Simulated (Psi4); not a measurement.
**MP3/def2-SVP run of CH5FOSi (SMILES CO[SiH2]F)**

What is the vertical ionisation energy of CH5FOSi at MP3/def2-SVP? 

The results are computed with Psi4 1.11.

7 further runs of the same task are left out: 7 that didn't finish. Runs told in other sessions of the task aren't counted.

### Step 1. The system as given

CH5FOSi has 9 atoms, charge 0, and is taken as a singlet. SMILES: `CO[SiH2]F`. The coordinates come from a PBE0-D4/def2-TZVP relaxation. This is one conformer, not always the lowest.

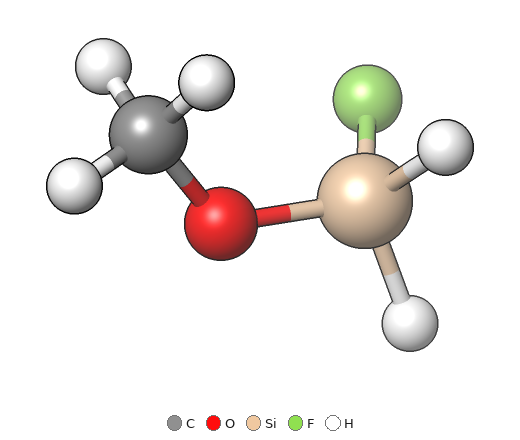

The structure, seen from a chosen angle (carbon grey, oxygen red, silicon light orange, fluorine green, hydrogen white).

### Step 2. A single-point energy at MP3/def2-SVP

Contents of run_ase.py:

```python
import numpy as np
from ase.calculators.psi4 import Psi4
from ase import Atoms

a = Atoms(['C', 'O', 'Si', 'F', 'H', 'H', 'H', 'H', 'H'], positions=[
    [-0.280200, 1.150700, -0.688400],
    [-0.743600, -0.064200, -0.138000],
    [0.168900, -1.127700, 0.679900],
    [1.202000, -1.865200, -0.290100],
    [0.189600, 0.979000, -1.660800],
    [-1.135900, 1.813600, -0.823000],
    [0.443400, 1.643500, -0.029000],
    [-0.748200, -2.141700, 1.231900],
    [0.992400, -0.434200, 1.700300],
])
calc = Psi4(atoms=a, method='mp3', basis='def2-SVP', memory='2200MB', num_threads=1, charge=0, multiplicity=1, label='calc', reference='rhf')
calc.psi4.set_options({'puream': True, 'e_convergence': 1e-09, 'd_convergence': 1e-08, 'scf_type': 'pk', 'num_frozen_docc': 8, 'mp_type': 'conv'})
a.calc = calc

print(f'energy: {a.get_potential_energy():.6f} eV')
```

Run with:

```
$ python run_ase.py
```

calc.dat:

```text
[...]
  Running in c1 symmetry.
[...]
  Nuclear repulsion =  182.271974550983259
[...]
  Multiplicity = 1
[...]
  Nalpha       = 21
  Nbeta        = 21
[...]
    Number of basis functions: 85
[...]
   @RHF iter   1:  -503.75594176385329   -8.19061e-01   5.06898e-03 DIIS/ADIIS
[...]
   @RHF iter  11:  -503.84394583733553   -2.44427e-12   3.67752e-09 DIIS
[...]
    Orbital Energies [Eh]
    ---------------------
    Doubly Occupied:
       1A    -68.821067     2A    -26.273151     3A    -20.558963
       4A    -11.299069     5A     -6.183187     6A     -4.295638
       7A     -4.294292     8A     -4.293146     9A     -1.557286
      10A     -1.353346    11A     -0.938414    12A     -0.767392
      13A     -0.687998    14A     -0.673881    15A     -0.670863
      16A     -0.636116    17A     -0.631714    18A     -0.573510
      19A     -0.505985    20A     -0.479898    21A     -0.466179
[...]
  @RHF Final Energy:  -503.84394583733553
   => Energetics <=
    Nuclear Repulsion Energy =            182.2719745509832592
    One-Electron Energy =               -1060.3096536106099848
    Two-Electron Energy =                 374.1937332222912005
    Total Energy =                       -503.8439458373355251
[...]
 Multipole Moments:
 ------------------------------------------------------------------------------------
     Multipole            Electronic (a.u.)      Nuclear  (a.u.)        Total (a.u.)
 ------------------------------------------------------------------------------------
 L = 1.  Multiply by 2.5417464519 to convert [e a0] to [Debye]
 Dipole X            :          1.9321300           -1.9439440           -0.0118140
 Dipole Y            :         -5.2325562            5.9446443            0.7120881
 Dipole Z            :         -0.3216133            0.5177225            0.1961092
 Magnitude           :                                                    0.7386934
[...]
	SCS-MP2 Total Energy (a.u.)        :  -504.44662945039971
	SOS-MP2 Total Energy (a.u.)        :  -504.44364811988828
[...]
	SOS-PI-MP2 Total Energy (a.u.)     :  -504.48977906470003
[...]
	MP2 Total Energy (a.u.)            :  -504.45259211142258
[...]
	SCS-MP3 Total Energy (a.u.)        :  -504.45282470728381
[...]
	MP3 Total Energy (a.u.)            :  -504.47737313895902
[...]
```

The script printed:

```text
energy: -13727.528541 eV
```

Run time: 8.4 s. Hardware: 1 thread of Intel Xeon Platinum 8259CL at 2.50GHz (Skylake/Cascade Lake), shared host; peak memory 0.51 GiB.

### Step 3. The doublet cation

Contents of input.in:

```
memory 2.2 GB

molecule {
  1 2
  C
  O 1 R2
  Si 2 R3 1 A3
  F 3 R4 2 A4 1 D4
  H 1 R5 2 A5 3 D5
  H 1 R6 5 A6 2 D6
  H 1 R7 6 A7 5 D7
  H 3 R8 4 A8 2 D8
  H 3 R9 8 A9 2 D9

  R2 = 1.411971
  R3 = 1.622544
  A3 = 125.16231
  R4 = 1.59753
  A4 = 111.11274
  D4 = -70.13521
  R5 = 1.093506
  A5 = 110.64255
  D5 = 82.54198
  R6 = 1.090769
  A6 = 108.82825
  D6 = -118.84614
  R7 = 1.096019
  A7 = 108.59726
  D7 = 118.27041
  R8 = 1.47444
  A8 = 108.18408
  D8 = 116.98007
  R9 = 1.483344
  A9 = 114.16085
  D9 = 122.64748
  units angstrom
  symmetry c1
  no_reorient
  no_com
}

set globals {
  basis                     def2-SVP
  reference                 uhf
  puream                    true
  e_convergence             1e-09
  d_convergence             1e-06
  scf_type                  pk
  num_frozen_docc           8
  maxiter                   150
  mp_type                   conv
  guess                     sap
  orbital_optimizer_package ooo
}

result, w = energy("mp3", return_wfn=True)
print_variables()
```

Run with:

```
$ psi4 -i input.in -o input.out -n 1
```

input.out:

```text
[...]
  Running in c1 symmetry.
[...]
  Nuclear repulsion =  182.271963020441149
[...]
  Multiplicity = 2
[...]
  Nalpha       = 21
  Nbeta        = 20
[...]
    Number of basis functions: 85
[...]
   @UHF iter   1:  -502.28039892547270   -5.02280e+02   1.71481e-02 ADIIS+DIIS
[...]
   @UHF iter  27:  -503.46099960654681   -2.63640e-10   7.09313e-08 Converged
[...]
   @S^2 Observed:                7.603679086E-01
[...]
    Orbital Energies [Eh]
    ---------------------
    Alpha Occupied:
       1A    -69.059395     2A    -26.482322     3A    -21.010875
       4A    -11.561685     5A     -6.426100     6A     -4.539089
       7A     -4.536085     8A     -4.533963     9A     -1.800085
      10A     -1.760108    11A     -1.254599    12A     -1.085276
      13A     -1.066787    14A     -0.993804    15A     -0.940323
      16A     -0.867871    17A     -0.860361    18A     -0.827906
      19A     -0.809140    20A     -0.792584    21A     -0.695391
    Alpha Virtual:
      22A     -0.049356    23A     -0.037373    24A     -0.000762
      25A      0.030455    26A      0.036865    27A      0.062085
[...]
  @UHF Final Energy:  -503.46099960654493
   => Energetics <=
    Nuclear Repulsion Energy =            182.2719630204411487
    One-Electron Energy =               -1049.0033308130537080
    Two-Electron Energy =                 363.2703681860676284
    Total Energy =                       -503.4609996065449309
  UHF NO Occupations:
  HONO-2 :   19  A 1.9982234
  HONO-1 :   20  A 1.9978639
  HONO-0 :   21  A 1.0000000
  LUNO+0 :   22  A 0.0021361
  LUNO+1 :   23  A 0.0017766
[...]
 Multipole Moments:
 ------------------------------------------------------------------------------------
     Multipole            Electronic (a.u.)      Nuclear  (a.u.)        Total (a.u.)
 ------------------------------------------------------------------------------------
 L = 1.  Multiply by 2.5417464519 to convert [e a0] to [Debye]
 Dipole X            :         -2.5589384            3.6635458            1.1046075
 Dipole Y            :         -1.5898417            2.7726126            1.1827709
 Dipole Z            :          2.8342556           -4.2751384           -1.4408828
 Magnitude           :                                                    2.1668521
[...]
	SCS-MP2 Total Energy (a.u.)        :  -504.02049609216942
	SOS-MP2 Total Energy (a.u.)        :  -504.01869608451096
[...]
	SOS-PI-MP2 Total Energy (a.u.)     :  -504.06159581358526
[...]
	MP2 Total Energy (a.u.)            :  -504.02409610748634
[...]
	SCS-MP3 Total Energy (a.u.)        :  -504.02873464528108
[...]
	MP3 Total Energy (a.u.)            :  -504.05705031993296
[...]
```

Wall time 16 s (1 thread of Intel Xeon Platinum 8259CL at 2.50GHz (Skylake/Cascade Lake), shared host); peak memory 0.5 GiB.

### Step 4. Summary of results

At MP3/def2-SVP, 8 core orbitals frozen:

| quantity | value |
| --- | --- |
| singlet CH5FOSi: total energy | -504.47737 Eh |
| singlet CH5FOSi: HOMO energy (Hartree–Fock orbitals) | -12.69 eV |
| singlet CH5FOSi: LUMO energy (Hartree–Fock orbitals) | 4.67 eV |
| singlet CH5FOSi: HOMO–LUMO gap (Hartree–Fock orbitals) | 17.36 eV |
| singlet CH5FOSi: correlation energy (8 core orbitals frozen) | -633.4 mEh |
| doublet cation: total energy | -504.05705 Eh |
| doublet cation: HOMO energy (Hartree–Fock orbitals) (highest over α and β) | -18.81 eV |
| doublet cation: LUMO energy (Hartree–Fock orbitals) (lowest over α and β) | -8.02 eV |
| doublet cation: correlation energy (8 core orbitals frozen) | -596.1 mEh |
| doublet cation: ⟨S²⟩ of the reference determinant | 0.760 |
| vertical ionisation energy (to the doublet cation) | 11.438 eV |

**Reading.** The vertical ionisation energy comes to 11.44 eV (264 kcal/mol). With no_com the log's rotational constants are taken about the origin, not the centre of mass, so they aren't the molecule's.
